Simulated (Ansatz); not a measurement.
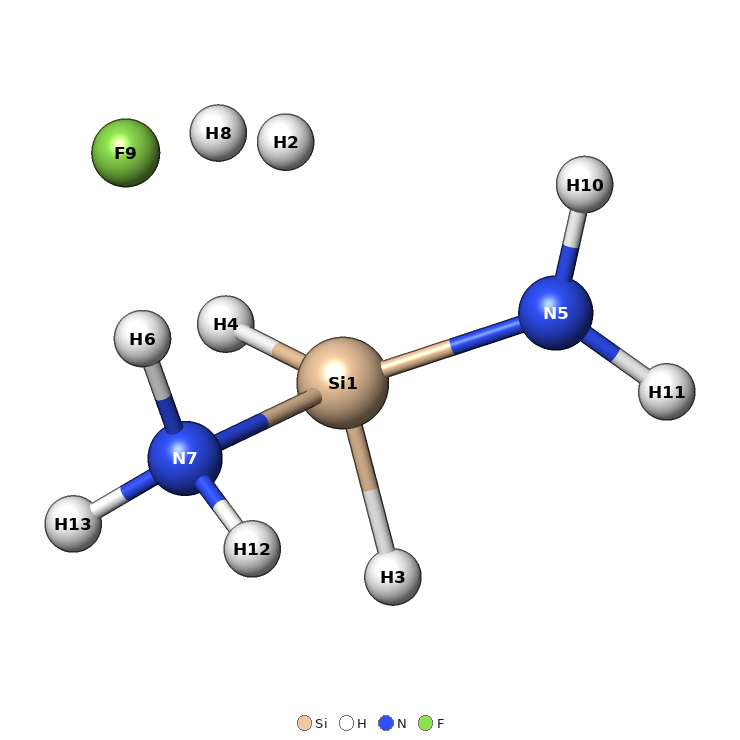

Sticks follow a distance rule. Harmonic vibrations computed with RKS PBE0-D4/def2-TZVP (Ansatz 0.2.0) at a stationary point of the same level.

**How many imaginary frequencies does it have?**

A first-order saddle point: one imaginary frequency, 766i cm⁻¹.

**How many vibrational modes are there, and where do they lie?**

33 modes: 766i, 20, 174, 277, 322, 362, 433, 547, 578, 645, 663, 774, 840, 852, 902, 953, 984, 1035, 1078, 1213, 1380, 1537, 1564, 1643, 1659, 1966, 2082, 2218, 2462, 3513, 3590, 3609, 3724 cm⁻¹.
